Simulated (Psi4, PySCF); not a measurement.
Two rigid molecules brought together: H3Al ··· Cl- (SMILES [AlH3] and [Cl-]) (charge -1). Monomers: optimised at B3LYP-D3(BJ) (def2-TZVP), held rigid. Orientation: lowest of the rigid-body minima from ten starts at GFN2-xTB (searched outside a hard wall at short contacts). The monomers approach along the line of their centres of mass (distance R); nothing else relaxes. The shortest distances reach bonding range, where SAPT0 and rigid monomers are unreliable.

Geometry at R = 2.19 Å (first 4 atoms: monomer A):
```
5

Al     0.0000     0.0000    -0.0001
H      1.5760    -0.1151     0.0013
H     -0.8876    -1.3073     0.0002
H     -0.6884     1.4224    -0.0014
Cl     0.0017    -0.0013    -2.1924
```

RKS-B3LYP/6-31G* = restricted B3LYP/6-31G*, spherical d, no counterpoise correction in PySCF; HF/aug-cc-pVTZ, counterpoise-corrected (Psi4); SCS-MP2/aug-cc-pVTZ = DF-SCS-MP2/aug-cc-pVTZ, frozen core, counterpoise-corrected run with Psi4 1.11; PBE-D3(BJ)/def2-TZVPD, counterpoise-corrected (Psi4); RKS-B3LYP/3-21G = PySCF with restricted B3LYP/3-21G, no counterpoise correction.

Interaction energies in kcal/mol (negative: bound); R is the distance of the centres of mass, d the Al1···Cl5 distance.

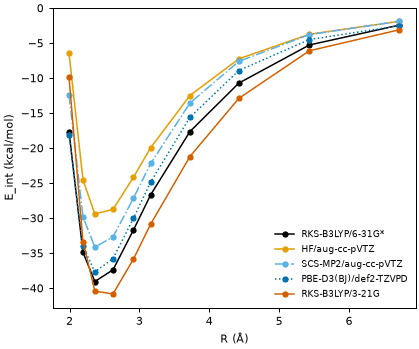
*Interaction energy against separation.*

```json
[
 {"R / Å": "1.99", "d / Å": "1.99", "RKS-B3LYP/6-31G*": "-17.67", "HF/aug-cc-pVTZ": "-6.45", "SCS-MP2/aug-cc-pVTZ": "-12.42", "PBE-D3(BJ)/def2-TZVPD": "-18.16", "RKS-B3LYP/3-21G": "-9.92"},
 {"R / Å": "2.19", "d / Å": "2.19", "RKS-B3LYP/6-31G*": "-34.91", "HF/aug-cc-pVTZ": "-24.59", "SCS-MP2/aug-cc-pVTZ": "-29.85", "PBE-D3(BJ)/def2-TZVPD": "-34.04", "RKS-B3LYP/3-21G": "-33.39"},
 {"R / Å": "2.36", "d / Å": "2.36", "RKS-B3LYP/6-31G*": "-39.07", "HF/aug-cc-pVTZ": "-29.42", "SCS-MP2/aug-cc-pVTZ": "-34.16", "PBE-D3(BJ)/def2-TZVPD": "-37.70", "RKS-B3LYP/3-21G": "-40.45"},
 {"R / Å": "2.62", "d / Å": "2.62", "RKS-B3LYP/6-31G*": "-37.39", "HF/aug-cc-pVTZ": "-28.77", "SCS-MP2/aug-cc-pVTZ": "-32.69", "PBE-D3(BJ)/def2-TZVPD": "-35.79", "RKS-B3LYP/3-21G": "-40.84"},
 {"R / Å": "2.91", "d / Å": "2.91", "RKS-B3LYP/6-31G*": "-31.76", "HF/aug-cc-pVTZ": "-24.21", "SCS-MP2/aug-cc-pVTZ": "-27.21", "PBE-D3(BJ)/def2-TZVPD": "-30.07", "RKS-B3LYP/3-21G": "-35.90"},
 {"R / Å": "3.16", "d / Å": "3.16", "RKS-B3LYP/6-31G*": "-26.66", "HF/aug-cc-pVTZ": "-19.94", "SCS-MP2/aug-cc-pVTZ": "-22.21", "PBE-D3(BJ)/def2-TZVPD": "-24.85", "RKS-B3LYP/3-21G": "-30.85"},
 {"R / Å": "3.72", "d / Å": "3.72", "RKS-B3LYP/6-31G*": "-17.66", "HF/aug-cc-pVTZ": "-12.52", "SCS-MP2/aug-cc-pVTZ": "-13.58", "PBE-D3(BJ)/def2-TZVPD": "-15.62", "RKS-B3LYP/3-21G": "-21.23"},
 {"R / Å": "4.42", "d / Å": "4.42", "RKS-B3LYP/6-31G*": "-10.74", "HF/aug-cc-pVTZ": "-7.27", "SCS-MP2/aug-cc-pVTZ": "-7.63", "PBE-D3(BJ)/def2-TZVPD": "-8.94", "RKS-B3LYP/3-21G": "-12.92"},
 {"R / Å": "5.43", "d / Å": "5.43", "RKS-B3LYP/6-31G*": "-5.29", "HF/aug-cc-pVTZ": "-3.76", "SCS-MP2/aug-cc-pVTZ": "-3.81", "PBE-D3(BJ)/def2-TZVPD": "-4.52", "RKS-B3LYP/3-21G": "-6.12"},
 {"R / Å": "6.72", "d / Å": "6.72", "RKS-B3LYP/6-31G*": "-2.45", "HF/aug-cc-pVTZ": "-1.91", "SCS-MP2/aug-cc-pVTZ": "-1.90", "PBE-D3(BJ)/def2-TZVPD": "-2.53", "RKS-B3LYP/3-21G": "-3.11"}
]
```

Lowest grid point: RKS-B3LYP/6-31G* -39.07 kcal/mol at R = 2.36 Å; HF/aug-cc-pVTZ -29.42 kcal/mol at R = 2.36 Å; SCS-MP2/aug-cc-pVTZ -34.16 kcal/mol at R = 2.36 Å; PBE-D3(BJ)/def2-TZVPD -37.70 kcal/mol at R = 2.36 Å; RKS-B3LYP/3-21G -40.84 kcal/mol at R = 2.62 Å.
